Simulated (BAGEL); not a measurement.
**HS− (hydrosulfide): NEVPT2(8,5)/aug-cc-pVTZ (density fitting with qzvpp-jkfit)**

What is the vertical ionisation energy of HS− (hydrosulfide) at NEVPT2(8,5)/aug-cc-pVTZ (density fitting with qzvpp-jkfit)? 

The calculation is run with BAGEL 1.2.2.

1 further run of the same task is left out (set aside as unsound or not needed). Runs told in other sessions of the task aren't counted.

### 1 The molecule

The species is HS− (2 atoms), meant as a singlet with charge -1. SMILES: `[SH-]`. The shape is that of a PBE0-D4/def2-TZVPD optimisation.

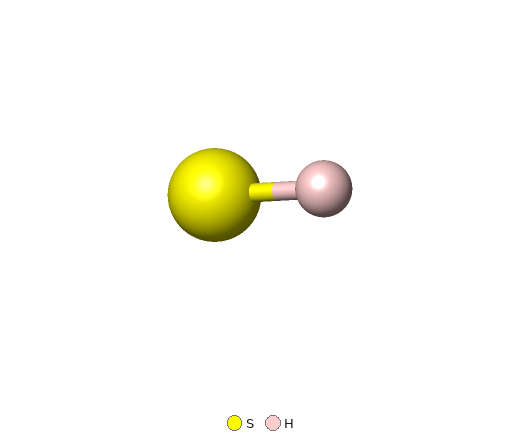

The structure, seen from a chosen angle (sulfur yellow, hydrogen pink).

### 2 The energy at NEVPT2(8,5)/aug-cc-pVTZ (density fitting with qzvpp-jkfit)

Contents of calc.json:

```json
{ "bagel": [

{
  "title": "molecule",
  "basis": "aug-cc-pvtz.json",
  "df_basis": "qzvpp-jkfit",
  "angstrom": true,
  "geometry": [
    { "atom": "S", "xyz": [       0.574700,      -0.187900,       0.295500 ] },
    { "atom": "H", "xyz": [      -0.574700,       0.187900,      -0.295500 ] }
  ]
},

{
  "title": "hf",
  "charge": -1
},

{
  "title": "nevpt2",
  "nstate": 1,
  "nact": 5,
  "nclosed": 5,
  "charge": -1,
  "maxiter": 200,
  "natocc": true,
  "ncore": 5
},

{
  "title": "print",
  "file": "orbitals.molden",
  "orbitals": true
}

]}
```

The basis set aug-cc-pVTZ is read from a file made from the Basis Set Exchange's data (not shown).

On the command line:

```sh
$ BAGEL_NUM_THREADS=1 BAGEL calc.json > calc.out
```

Log:

```text
* using 1 threads per process

  ===============================================================
  ===============================================================

  *** Geometry ***

  { "atom" : "S", "xyz" : [      1.086026,     -0.355080,      0.558414 ] },
  { "atom" : "H", "xyz" : [     -1.086026,      0.355080,     -0.558414 ] },

  Number of auxiliary basis functions:      146

  Since a DF basis is specified, we compute 2- and 3-index integrals:
    o Being stored without compression. Storage requirement is 0.006 GB

  Number of basis functions:       73
  Number of electrons      :       17

    * METHOD: MOLECULE                             0.02

  *** RHF ***

  === Nuclear Repulsion ===
     6.2905225436

      * DIIS with orbital gradients will be used.

  === RHF iteration (aug-cc-pvtz.json) ===
      0       -398.01326932          0.02378643           0.00
      1       -398.12468974          0.00956741           0.00
      2       -398.14491107          0.00137415           0.00
      3       -398.14544059          0.00052835           0.00
      4       -398.14552177          0.00008662           0.00
      5       -398.14552527          0.00002359           0.00
      6       -398.14552550          0.00000449           0.00
      7       -398.14552551          0.00000147           0.00
      8       -398.14552551          0.00000015           0.00
      9       -398.14552551          0.00000006           0.00
     10       -398.14552551          0.00000001           0.00
     11       -398.14552551          0.00000000           0.00
    * SCF iteration converged.

    * Permanent dipole moment:
           (    0.224815,    -0.073504,     0.115596) a.u.

    * METHOD: HF                                   0.07

    * freezing 5 orbitals
  ---------------------------
      CASSCF calculation
  ---------------------------

    * nstate   :      1
    * nclosed  :      5
    * nact     :      5
    * nvirt    :     63
  === CASSCF iteration (aug-cc-pvtz.json) ===

    * Using the second-order algorithm

      0  0      -398.14553058     3.52e-06      0.00

      1  0      -398.14567824     6.61e-05      0.01

      2  0      -398.14620873     2.13e-04      0.03

      3  0      -398.15110258     8.47e-04      0.03

      4  0      -398.16073101     1.35e-03      0.03

      5  0      -398.16190049     3.91e-04      0.04

      6  0      -398.16204671     1.61e-04      0.03

      7  0      -398.16208250     7.77e-05      0.03

      8  0      -398.16209246     4.00e-05      0.03

      9  0      -398.16209535     2.12e-05      0.03

     10  0      -398.16209621     1.15e-05      0.03

     11  0      -398.16209647     6.24e-06      0.03

     12  0      -398.16209655     3.42e-06      0.03

     13  0      -398.16209657     1.88e-06      0.03

     14  0      -398.16209658     1.03e-06      0.03

     15  0      -398.16209658     5.69e-07      0.03

     16  0      -398.16209658     3.14e-07      0.03

     17  0      -398.16209658     1.73e-07      0.03

     18  0      -398.16209658     9.54e-08      0.03

     19  0      -398.16209658     5.26e-08      0.03

     20  0      -398.16209658     2.90e-08      0.03

     21  0      -398.16209658     1.60e-08      0.03

     22  0      -398.16209658     8.80e-09      0.03

    * Second-order optimization converged. *

     guess   0:   closed 1111.                open .....

  === FCI iteration ===

      0  0      -398.14520917     3.03e-02      0.00
      1  0      -398.16188651     3.18e-03      0.00
      2  0      -398.16209321     4.01e-04      0.00
      3  0      -398.16209653     4.98e-05      0.00
      4  0      -398.16209658     4.60e-06      0.00
      5  0      -398.16209658     4.51e-07      0.00
      6  0 *    -398.16209658     3.27e-15      0.00

     * ci vector, state   0, <S^2> = 0.0000
       2222.     0.9935753202
       222.2    -0.1094751106

  === DF-NEVPT2 calculation ===

    * 3-index integral transformation done
    * assembly done

      NEVPT2 correlation energy:   -0.1609072235      0.02

          (+0)      0.0000000000
          (+0)'     0.0000000000
          (+1)      0.0000000000
          (+1)'     0.0000000000
          (+2)      0.0000000000
          (-1)      0.0000000000
          (-1)'    -0.0304437086
          (-2)     -0.1304635148

      NEVPT2 total energy:       -398.3230038036

    * METHOD: NEVPT2                               0.76

    * METHOD: PRINT                                0.01

  ===============================================================
```

It took 1 s on 1 thread of Intel Xeon 6975P-C (Granite Rapids), shared host.

### 3 Doublet neutral HS, same level

Contents of input.json:

```json
{ "bagel" : [

{
  "title" : "molecule",
  "basis" : "aug-cc-pvtz.json",
  "df_basis" : "qzvpp-jkfit",
  "angstrom" : "true",
  "geometry" : [
    { "atom" : "S", "xyz" : [    0.574700,   -0.187900,    0.295500 ] },
    { "atom" : "H", "xyz" : [   -0.574700,    0.187900,   -0.295500 ] }
  ]
},
{
  "title" : "hf",
  "charge" : 1
},
{
  "title" : "casscf",
  "nstate" : 1,
  "nact" : 5,
  "nclosed" : 5,
  "nspin" : 1,
  "maxiter" : 200,
  "natocc" : "true"
},
{
  "title" : "nevpt2",
  "nstate" : 1,
  "nact" : 5,
  "nclosed" : 5,
  "nspin" : 1,
  "maxiter" : 200,
  "natocc" : "true",
  "ncore" : 5
},
{
  "title" : "print",
  "file" : "orbitals.molden",
  "orbitals" : "true"
}

]}
```

The basis set aug-cc-pVTZ is read from a file made from the Basis Set Exchange's data (not shown).

On the command line:

```sh
$ BAGEL_NUM_THREADS=1 BAGEL input.json > input.out
```

Log:

```text
* using 1 threads per process

  ===============================================================
  ===============================================================

  *** Geometry ***

  { "atom" : "S", "xyz" : [      1.086026,     -0.355080,      0.558414 ] },
  { "atom" : "H", "xyz" : [     -1.086026,      0.355080,     -0.558414 ] },

  Number of auxiliary basis functions:      146

  Since a DF basis is specified, we compute 2- and 3-index integrals:
    o Being stored without compression. Storage requirement is 0.006 GB

  Number of basis functions:       73
  Number of electrons      :       17

    * METHOD: MOLECULE                             0.02

  *** RHF ***

  === Nuclear Repulsion ===
     6.2905225436

      * DIIS with orbital gradients will be used.

  === RHF iteration (aug-cc-pvtz.json) ===
      0       -397.65374396          0.00947216           0.00
      1       -397.67580092          0.00229726           0.00
      2       -397.67709616          0.00067124           0.00
      3       -397.67722439          0.00016770           0.00
      4       -397.67723479          0.00003394           0.00
      5       -397.67723524          0.00000410           0.00
      6       -397.67723525          0.00000046           0.00
      7       -397.67723525          0.00000007           0.00
      8       -397.67723525          0.00000001           0.00
      9       -397.67723525          0.00000000           0.00
    * SCF iteration converged.

    * Permanent dipole moment:
           (    0.389799,    -0.127446,     0.200427) a.u.

    * METHOD: HF                                   0.06

  ---------------------------
      CASSCF calculation
  ---------------------------

    * nstate   :      1
    * nclosed  :      5
    * nact     :      5
    * nvirt    :     63
  === CASSCF iteration (aug-cc-pvtz.json) ===

    * Using the second-order algorithm

      0  0      -398.08139412     1.79e-02      0.00

      1  0      -398.10647431     1.23e-03      0.03

      2  0      -398.11823015     1.11e-03      0.03

      3  0      -398.11901552     2.00e-04      0.03

      4  0      -398.11902825     4.04e-05      0.03

      5  0      -398.11902918     1.14e-05      0.03

      6  0      -398.11902933     4.49e-06      0.03

      7  0      -398.11902938     2.37e-06      0.03

      8  0      -398.11902939     1.46e-06      0.03

      9  0      -398.11902940     9.38e-07      0.03

     10  0      -398.11902940     6.14e-07      0.03

     11  0      -398.11902940     4.03e-07      0.03

     12  0      -398.11902940     2.66e-07      0.03

     13  0      -398.11902941     1.75e-07      0.03

     14  0      -398.11902941     1.15e-07      0.03

     15  0      -398.11902941     7.61e-08      0.03

     16  0      -398.11902941     5.02e-08      0.03

     17  0      -398.11902941     3.31e-08      0.03

     18  0      -398.11902941     2.19e-08      0.02

     19  0      -398.11902941     1.44e-08      0.02

     20  0      -398.11902941     9.51e-09      0.02

    * Second-order optimization converged. *

     guess   0:   closed 111..                open ...1.

  === FCI iteration ===

      0  0      -398.09977542     2.22e-02      0.00
      1  0      -398.11881969     2.25e-03      0.00
      2  0      -398.11902361     3.40e-04      0.00
      3  0      -398.11902936     3.38e-05      0.00
      4  0      -398.11902940     5.08e-06      0.00
      5  0      -398.11902941     1.08e-06      0.00
      6  0      -398.11902941     7.13e-08      0.00
      7  0      -398.11902941     6.92e-09      0.00
      8  0      -398.11902941     3.36e-10      0.00
      9  0 *    -398.11902941     5.48e-15      0.00

     * ci vector, state   0, <S^2> = 0.7500
       222a.    -0.9921829941
       22.a2    -0.1079410338

    * METHOD: CASSCF                               0.58

    * freezing 5 orbitals

  === DF-NEVPT2 calculation ===

    * 3-index integral transformation done
    * assembly done

      NEVPT2 correlation energy:   -0.1325560302      0.01

          (+0)      0.0000000000
          (+0)'     0.0000000000
          (+1)      0.0000000000
          (+1)'     0.0000000000
          (+2)      0.0000000000
          (-1)      0.0000000000
          (-1)'    -0.0426519390
          (-2)     -0.0899040912

      NEVPT2 total energy:       -398.2515854354

    * METHOD: NEVPT2                               0.04

    * METHOD: PRINT                                0.01

  ===============================================================
```

Wall time 0.84 s (1 thread of Intel Xeon 6975P-C (Granite Rapids), shared host).

### 4 Outcome

Level: NEVPT2(8,5)/aug-cc-pVTZ (density fitting with qzvpp-jkfit), 5 core orbitals frozen.

```
                                           quantity          value
                          singlet HS−: total energy  -398.32300 Eh
                   doublet neutral HS: total energy  -398.25159 Eh
vertical detachment energy (to the doublet neutral)       1.943 eV
```

What this shows: Removing an electron at fixed nuclei costs 1.94 eV (45 kcal/mol).
